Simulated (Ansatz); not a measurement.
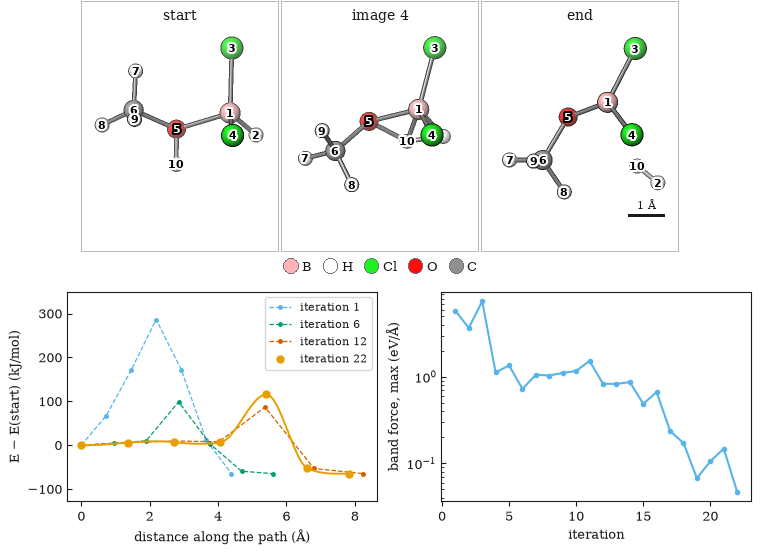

NEB run on CH$_{5}$BCl$_{2}$O. Images are numbered from 0 (start) to 6 (end). The plot follows the band through its iterations. A ball-and-stick model, seen face on.

Method: RKS PBE-D4/6-31G* in Ansatz. Set-up: 5 movable images; climbing image; force threshold 0.05 eV/Å; iteration limit 60; starting path through a guess of the saddle point.

### Judge this run.

The result is final at these settings. The band converged in 22 iterations. The largest component of the band force went from 5.8 to 0.047 eV/Å. The climbing image converged on the top of the path. Its vibrational analysis gives one imaginary mode (1297i cm⁻¹), as a transition state must have. The first iteration put the highest image at 286.6 kJ/mol. The highest point, image 4, lies 115.7 kJ/mol above the start and 180.5 kJ/mol above the end; the end is at −64.8 kJ/mol relative to the start.

The run took 97 s on 2 threads of Intel(R) Xeon(R) 6975P-C (Granite Rapids) (shared host), peak memory 0.15 GiB.
